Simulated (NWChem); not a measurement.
**AlGeH4Cl (SMILES [Cl][AlH][GeH3]): levels of theory compared**

Wanted: a comparison of 3 runs (HF/STO-3G, HF/3-21G, B3LYP/6-31G*) of AlGeH4Cl. 

Program for the calculation: NWChem 7.3.0.

## (1) The structure to begin with

AlGeH4Cl: 7 atoms, total charge 0, spin state singlet. SMILES: `[Cl][AlH][GeH3]`. The coordinates come from a PBE0-D4/def2-TZVP relaxation.

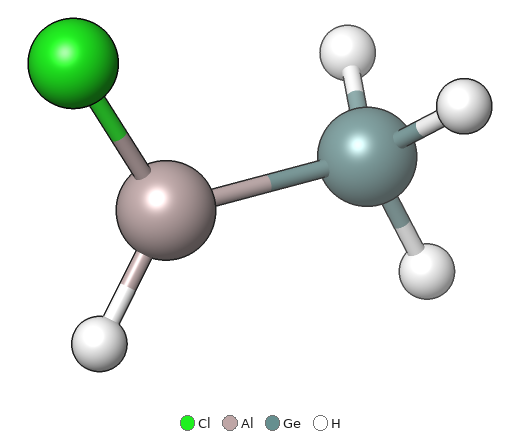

Viewed from a chosen angle; chlorine green, aluminium light grey, germanium teal, hydrogen white.

## (2) Energy and gradient at HF/STO-3G (run 1)

File work.nw:

```
start work
title "AlClGeH4 gradient"
memory stack 880 mb heap 220 mb global 1100 mb
charge 0

geometry units au noautosym nocenter noautoz
  Cl    -4.72299250    -2.88598974    -0.23980625
  Al    -0.80388949    -2.48442294     0.27306543
  Ge     0.94694176     1.81375913    -0.17631145
  H      0.71715106    -4.97375916     0.90706854
  H      0.42651119     2.87710802    -2.83440021
  H     -0.27212056     3.64036841     1.73250091
  H      3.82423876     1.88462386     0.25152255
end

basis spherical bse
  Cl library STO-3G
  Al library STO-3G
  Ge library STO-3G
  H library STO-3G
end

scf
  nopen 0
  rhf
  thresh 1e-08
  maxiter 80
  noprint "final vectors analysis"
end

task scf gradient
```

On the command line:

```bash
nwchem work.nw > work.out
```

The program printed:

```text
[...]
  functions       =    40
[...]
  wavefunction    = RHF
[...]
         Total SCF energy =  -2747.789276254050
      One-electron energy =  -4402.151354445226
      Two-electron energy =   1377.723457797899
 Nuclear repulsion energy =    276.638620393276
        Time for solution =      1.3s
[...]
                         RHF ENERGY GRADIENTS
    atom               coordinates                        gradient
                 x          y          z           x          y          z
   1 Cl     -4.722993  -2.885990  -0.239806   -0.008439   0.000710  -0.001366
   2 Al     -0.803889  -2.484423   0.273065   -0.028375   0.008221  -0.005532
   3 Ge      0.946942   1.813759  -0.176311   -0.003070  -0.013553   0.001838
   4 H       0.717151  -4.973759   0.907069    0.024830  -0.037601   0.009847
   5 H       0.426511   2.877108  -2.834400   -0.008212   0.015063  -0.038246
   6 H      -0.272121   3.640368   1.732501   -0.018247   0.026015   0.027316
   7 H       3.824239   1.884624   0.251523    0.041512   0.001146   0.006143
[...]
```

It took 2.7 s on 1 thread of AMD EPYC 9R45 (Zen 5), shared host; peak memory 0.1 GiB.

## (3) Energy and forces at HF/3-21G (run 2)

File alclgeh4.nw:

```
start alclgeh4
memory 2200 mb

geometry units angstrom noautosym nocenter noautoz
 Cl      -2.499300      -1.527200      -0.126900
 Al      -0.425400      -1.314700       0.144500
 Ge       0.501100       0.959800      -0.093300
 H        0.379500      -2.632000       0.480000
 H        0.225700       1.522500      -1.499900
 H       -0.144000       1.926400       0.916800
 H        2.023700       0.997300       0.133100
end

basis spherical bse
 Cl library 3-21G
 Al library 3-21G
 Ge library 3-21G
 H library 3-21G
end

scf
 thresh 1e-08
 maxiter 80
end

task scf gradient
```

On the command line:

```bash
nwchem alclgeh4.nw > alclgeh4.out
```

The program printed:

```text
[...]
  functions       =    56
[...]
  wavefunction    = RHF
[...]
         Total SCF energy =  -2765.587969852511
      One-electron energy =  -4406.957425141934
      Two-electron energy =   1364.730815048519
 Nuclear repulsion energy =    276.638640240903
        Time for solution =      1.6s
[...]
                         RHF ENERGY GRADIENTS
    atom               coordinates                        gradient
                 x          y          z           x          y          z
   1 Cl     -4.722992  -2.885990  -0.239806    0.036691   0.005236   0.004559
   2 Al     -0.803889  -2.484423   0.273065   -0.034897  -0.003790  -0.004536
   3 Ge      0.946942   1.813759  -0.176311   -0.002860  -0.008918   0.001062
   4 H       0.717151  -4.973759   0.907068   -0.000167   0.002849  -0.000494
   5 H       0.426511   2.877108  -2.834400    0.000403   0.001384   0.000656
   6 H      -0.272121   3.640368   1.732501    0.000642   0.001121  -0.000920
   7 H       3.824238   1.884624   0.251523    0.000189   0.002118  -0.000327
[...]
```

Run time: 3.3 s. Hardware: 1 thread of AMD EPYC 9R45 (Zen 5), shared host; peak memory 0.1 GiB.

## (4) Energy and forces at B3LYP/6-31G(d) (Cartesian functions) (run 3)

File run.py:

```python
from ase import Atoms
from ase.calculators.nwchem import NWChem

system = Atoms('ClAlGeHHHH', positions=[
    [-2.499300, -1.527200, -0.126900],
    [-0.425400, -1.314700, 0.144500],
    [0.501100, 0.959800, -0.093300],
    [0.379500, -2.632000, 0.480000],
    [0.225700, 1.522500, -1.499900],
    [-0.144000, 1.926400, 0.916800],
    [2.023700, 0.997300, 0.133100],
])

calc = NWChem(
    label='alclgeh4',
    theory='dft',
    memory='2200 mb',
    basis='6-31G*',
    dft={'xc': 'b3lyp', 'mult': '1', 'grid': 'xfine', 'convergence': 'energy 1e-08', 'iterations': '100', 'mulliken': None},
)
system.calc = calc

forces = system.get_forces()
print(f"energy = {system.get_potential_energy():.6f} eV")
print("forces (eV/A):")
for s, f in zip(system.symbols, forces):
    print(f"{s:2s} {f[0]:10.5f} {f[1]:10.5f} {f[2]:10.5f}")
print("dipole (e A):", system.get_dipole_moment().round(4))
```

On the command line:

```bash
export ASE_NWCHEM_COMMAND="nwchem PREFIX.nwi > PREFIX.nwo"
python run.py
```

The program printed:

```text
energy = -75698.420483 eV
forces (eV/A):
Cl   -0.35857   -0.07384   -0.04083
Al    0.28791    0.01548    0.03990
Ge   -0.00998   -0.08639    0.01250
H     0.00612   -0.05662    0.01028
H    -0.01419    0.07091   -0.11431
H    -0.04345    0.10305    0.07677
H     0.13215    0.02746    0.01563
dipole (e A): [0.2958 0.0276 0.0393]
```

The calculator wrote alclgeh4.nwi:

```
title "alclgeh4"

permanent_dir alclgeh4

scratch_dir alclgeh4

start alclgeh4

geometry units angstrom nocenter noautosym noautoz
  Cl -2.4992999999999999e+00 -1.5271999999999999e+00 -1.2690000000000001e-01
  Al -4.2540000000000000e-01 -1.3147000000000000e+00 1.4449999999999999e-01
  Ge 5.0109999999999999e-01 9.5979999999999999e-01 -9.3299999999999994e-02
  H  3.7950000000000000e-01 -2.6320000000000001e+00 4.7999999999999998e-01
  H  2.2570000000000001e-01 1.5225000000000000e+00 -1.4999000000000000e+00
  H  -1.4399999999999999e-01 1.9263999999999999e+00 9.1679999999999995e-01
  H  2.0236999999999998e+00 9.9729999999999996e-01 1.3310000000000000e-01
end

memory 2200 mb

basis noprint
   * library 6-31G*
end

dft
  xc b3lyp
  mult 1
  grid xfine
  convergence energy 1e-08
  iterations 100
  mulliken
end

task dft gradient
```

alclgeh4.nwo:

```text
Northwest Computational Chemistry Package (NWChem) 7.3.0
             --------------------------------------------------------

           Job information
           ---------------

    nwchem branch   = 7.3.0
    use scalapack   = T
    input           = alclgeh4.nwi
    prefix          = alclgeh4.
    data base       = alclgeh4/alclgeh4.db
    status          = startup
    nproc           =        1

           Memory information
           ------------------

    heap     =     72089594 doubles =      550.0 Mbytes
    stack    =     72089599 doubles =      550.0 Mbytes
    global   =    144179200 doubles =     1100.0 Mbytes (distinct from heap & stack)
    total    =    288358393 doubles =     2200.0 Mbytes
    verify   = yes
    hardfail = no

[... 109 lines left out ...]
  convergence criterion.
[... 41 lines left out ...]
          Spatial weights used:  Erf1
[... 74 lines left out ...]
         Total DFT energy =    -2781.865665161391
[... 3 lines left out ...]
 Nuclear repulsion energy =      276.638640240903
[... 642 lines left out ...]
          Convergence on gradient requested:  5.00D-04
[... 28 lines left out ...]
          total energy or number of iterations.
[... 38 lines left out ...]
                 ----------------------------------------
                 |  Time  |  1-e(secs)   |  2-e(secs)   |
                 ----------------------------------------
                 |  CPU   |       0.00   |       6.32   |
                 ----------------------------------------
                 |  WALL  |       0.00   |       6.32   |
                 ----------------------------------------

 Task  times  cpu:       20.6s     wall:       20.6s
 Total times  cpu:       20.6s     wall:       20.6s
```

It took 22 s on 1 thread of AMD EPYC 9R45 (Zen 5), shared host; peak memory 0.14 GiB.

## (5) The series

| run | level | Cartesian functions | iteration cap | energy (Eh) | dipole moment (D) | largest force (eV/Å) | wall time |
| --- | --- | --- | --- | --- | --- | --- | --- |
| 1 | HF/STO-3G | no | 80 | -2747.789276 | 2.90 | 2.372 | 2.7 s |
| 2 | HF/3-21G | no | 80 | -2765.587970 | 2.56 | 1.920 | 3.3 s |
| 3 | B3LYP/6-31G* (Cartesian functions) | yes | 100 | -2781.865665 | 1.44 | 0.368 | 22 s |

## (6) Summary of results

| quantity | value |
| --- | --- |
| run 3: total energy | -2781.86567 Eh |
| run 3: dipole moment | 1.44 D |
| run 3: HOMO energy | -7.54 eV |
| run 3: LUMO energy | -2.08 eV |
| run 3: HOMO–LUMO gap | 5.46 eV |
| run 3: largest force on an atom | 0.368 eV/Å |

In words: The dipole moment (its size) runs from 1.44 D (B3LYP/6-31G*) to 2.90 D (HF/STO-3G). The two ends differ in method and basis. In run 1 the basis is minimal, so the values are rough. All runs together took 28 s, the longest 22 s.
